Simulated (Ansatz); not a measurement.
Band structure of HfB2 (P6/mmm, 3 atoms in the cell).

```yaml
crystal:
  lattice:
    - [3.13268, 0.00000, 0.00000]
    - [-1.56634, 2.71298, 0.00000]
    - [0.00000, 0.00000, 3.47921]
  atoms:
    - { symbol: Hf, position: [0.00000, 0.00000, 0.00000] }
    - { symbol: B, position: [0.33333, 0.66667, 0.50000] }
    - { symbol: B, position: [0.66667, 0.33333, 0.50000] }
```

Level of theory: PBE, PAW files (plane waves; Ansatz, a program for electronic structure).

Settings: kpoints.mp_grid.grid = 8 8 7; hamiltonian.xc = pbe; hamiltonian.pseudopotentials = {kind: paw} (the program's default PAW files); scf.occupations.method = fermi_dirac; scf.occupations.width = 0.05 eV; kpoints.band_path.npoints = 8.

The starting cell comes from a database of computed structures (which also holds hypothetical and non-ambient phases and stackings), without a prior relaxation at this level. Spin-orbit coupling is off.

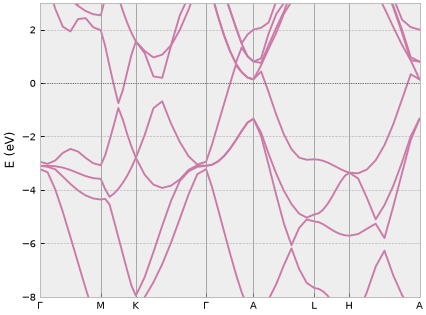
Figure. Bands along the path, energies from the Fermi level.

Levels in eV from the Fermi level, bands 13 to 19:
```tsv
point	13	14	15	16	17	18	19
Γ	-3.22	-3.10	-3.10	-2.95	3.84	3.84	4.45
M	-9.18	-4.36	-3.59	-3.08	1.97	2.53	5.40
K	-8.45	-7.96	-2.80	-2.80	1.55	1.55	3.29
A	-8.58	-1.34	-1.34	0.14	0.14	0.80	0.80
L	-7.67	-5.18	-4.92	-2.85	3.88	3.95	6.09
H	-9.31	-5.71	-3.35	-3.35	4.27	5.28	6.76
```

Bands cross the Fermi level along this path, so the cell is metallic at this level.

Keys are those of Ansatz 0.2.
